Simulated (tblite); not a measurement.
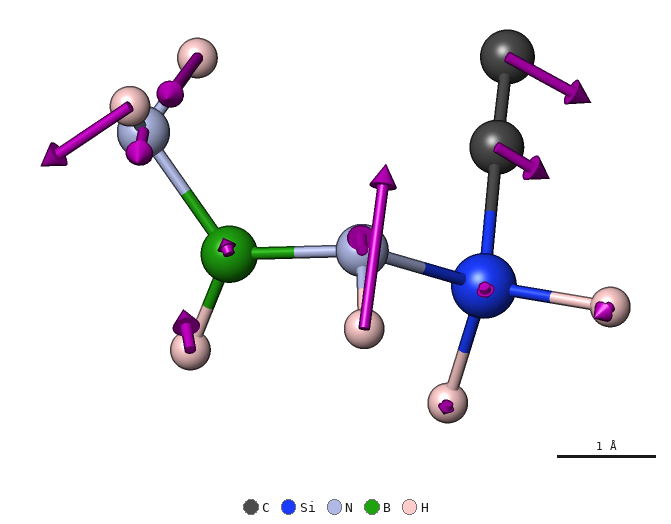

This is a relaxation of C$_{2}$H$_{6}$BN$_{2}$Si (multiplicity 2). The starting structure is drawn; purple arrows show the displacements, at their true length. The two geometries are superimposed by the best rigid fit.

Style: ball-and-stick. Shown at a tilt.

Method: GFN2-xTB geometry optimisation, gas phase in tblite. 

Atoms of which element are displaced furthest, and by how much?

Hydrogen: up to 1.91 Å, against 1.03 Å for carbon.

What did the optimiser do to the structure, and how much energy did it gain?

The energy falls by 43.9 kcal/mol in 131 geometry steps. The atom that moves furthest after the best rigid fit is an H atom (1.91 Å). By element the largest moves are H 1.91 Å, C 1.03 Å, N 0.75 Å, B 0.20 Å, Si 0.18 Å. Some distances before and after: B–N 1.531 → 1.393 Å, B–N 1.521 → 1.424 Å, N–Si 1.808 → 1.725 Å, C–Si 1.822 → 1.875 Å. Bond angles that change, for instance: Si–N–B 107.9° → 130.1°, B–N–H 106.8° → 123.8°, B–N–H 106.9° → 123.4°.
